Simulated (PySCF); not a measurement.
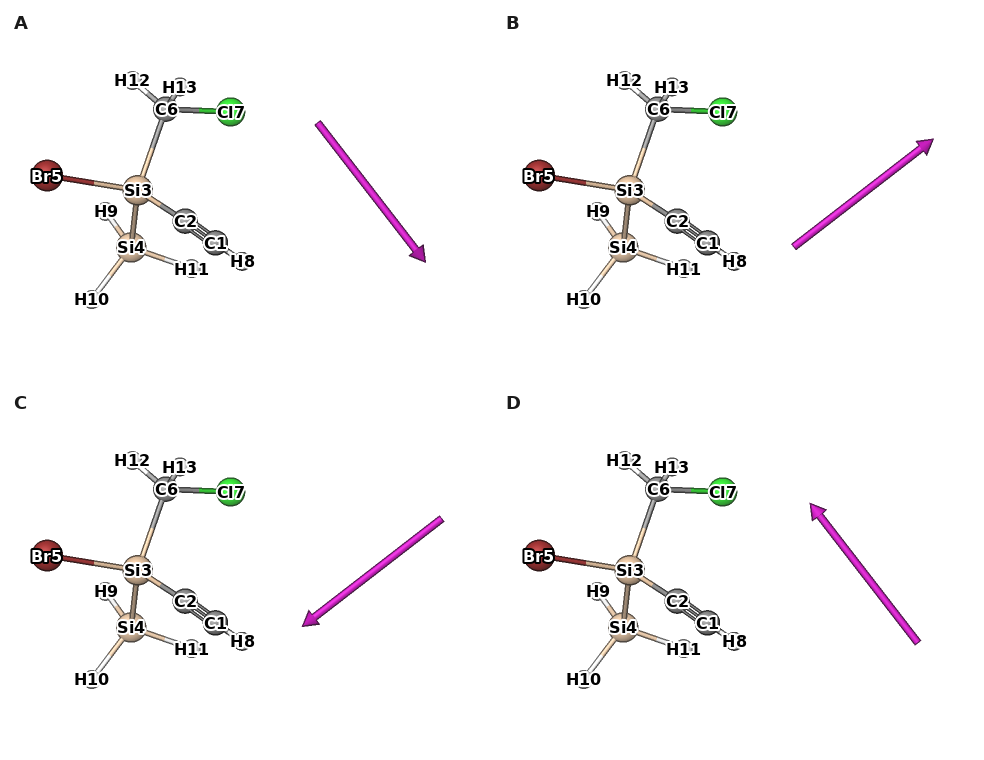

The same molecule four times, each with an arrow. The geometry was computed by an optimisation with GFN2-xTB. No frequency run is at hand to confirm it as a minimum. Properties computed with CAM-B3LYP/def2-SVPD, gas phase (PySCF 2.14.0).

> Which arrow points along the dipole moment, from the negative to the positive end?

A. The dipole moment is 0.77 D; it points from the side of H12 to the side of H8 (the outermost atoms at the two ends).

The geometry is semi-empirical. Around Br, Si such bond lengths and angles can be off by a tenth of an ångström or more and by several degrees, and values that hang on the shape move with them.
